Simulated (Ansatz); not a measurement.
```tsv
atom	x (Å)	y (Å)	z (Å)
C	0.0000	0.0000	-0.0952
C	0.0000	0.0000	-1.3145
B	0.0000	0.0000	1.3162
H	0.0000	0.0000	2.4829
H	0.0000	0.0000	-2.3894
```

Geometry: B3LYP-D3(BJ)/6-311G**.

Theory: isolated molecule in a Gaussian basis; Kohn-Sham density functional theory, functional PBE0 in Ansatz 0.2.0.

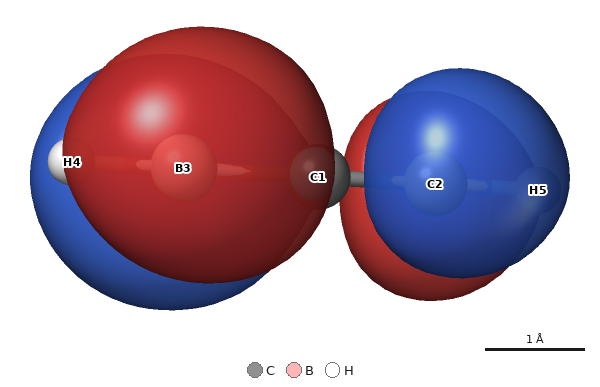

C2H2B (SMILES [BH+]C#C) (charge +1). The LUMO at ±0.08 Å⁻³ᐟ² (red and blue are the two phases), seen from one side.

### Where does this orbital lie, and at what energy?

Its weight (Hirshfeld) is mainly on B3 (about 50 %), C2 (about 25 %) and C1 (about 15 %); it vanishes on the molecular axis (π type). It is one of a degenerate set, so its orientation is arbitrary. Its energy is −9.70 eV.
